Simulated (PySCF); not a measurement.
# A PySCF job on CH3B (SMILES B[CH])

Wanted: a single-point energy of CH3B.

Program for the calculation: PySCF 2.14.0.

### Step 1. The system as given

CH3B: 5 atoms, total charge 0, spin state triplet. As SMILES, `B[CH]`. The shape comes from GFN2-xTB, which is rough for such elements, and wasn't checked as a minimum.

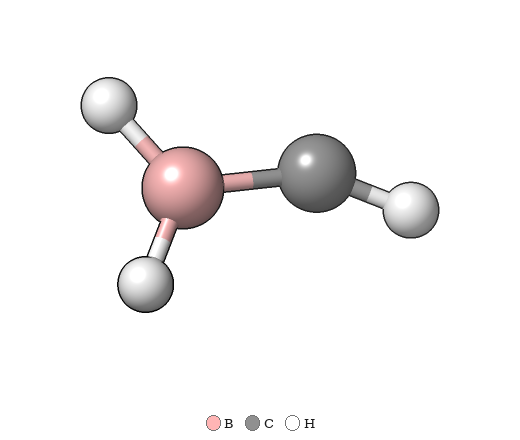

The structure, seen from a chosen angle (boron pink, carbon grey, hydrogen white).

### Step 2. The run

File job.py:

```python
# B[CH]
from pyscf import gto, scf, cc

mol = gto.M(
    atom='''
B
C 1 1.462604
H 1 1.181517 2 120.42239
H 1 1.174309 3 117.71873 2 -179.97203
H 2 1.068014 1 150.80989 4 179.97404
''',
    basis='6-311++g**',
    max_memory=1860,
    spin=2,
    verbose=3,
)

mf = scf.ROHF(mol)
mf = mf.x2c()
mf.max_cycle = 100
mf.kernel()
if not mf.converged:
    mf = mf.newton().run(mf.mo_coeff, mf.mo_occ)

mycc = cc.CCSD(mf, frozen=8)
mycc.kernel()
e_t = mycc.ccsd_t()
e_tot = mycc.e_tot + e_t
print('E(%s) = %.9f' % ('CCSD(T)', e_tot))
mf.analyze()
```

On the command line:

```bash
OMP_NUM_THREADS=1 python job.py
```

Output:

```text
converged SCF energy = -64.2207096325755

WARN: RCCSD method does not support ROHF method. ROHF object is converted to UHF object and UCCSD method is called.

ValueError: cannot reshape array of size 440 into shape (59,59)
```

Run time: 2.9 s. Hardware: 1 thread of Arm Neoverse V1, shared host; peak memory 0.64 GiB.

### Step 3. Diagnosis

The job broke off with an error.

The log says `ValueError: cannot reshape array of size 440 into shape`. The cause is that too many or the wrong orbitals are frozen. To mend it: frozen core orbitals 2 in place of 8.
